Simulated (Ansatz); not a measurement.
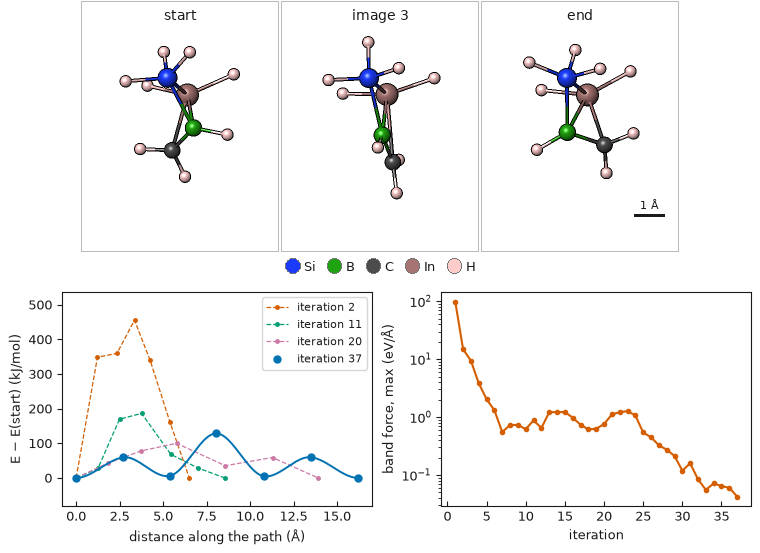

A search for the minimum-energy path of CH$_{8}$BInSi by the nudged elastic band. Images are numbered from 0 (start) to 6 (end). The plot follows the band through its iterations. A ball-and-stick model, seen from a free direction.

These are results of RKS PBE0/def2-mTZVP in Ansatz, not measurements. Set-up: 5 movable images; climbing image; force threshold 0.05 eV/Å; iteration limit 60; spring constant 0.1 eV/Å²; starting path through a guess of the saddle point.

Judge this run.

The run is converged, with reservations. The band converged in 37 iterations. The largest component of the band force went from 99 to 0.042 eV/Å. The climbing image converged on the top of the path. Its curvatures weren't checked. The spring constant is far from the usual few eV/Å², which spoils the spacing or the steps. The first iteration put the highest image at 1665.1 kJ/mol. The two ends have the same energy, and the highest point, image 3, lies 128.5 kJ/mol above the start. The profile has 3 maxima (images 1, 3, 5) with a dip at image 2, 4 (+5.8 kJ/mol, +4.9 kJ/mol), so the process runs in steps.
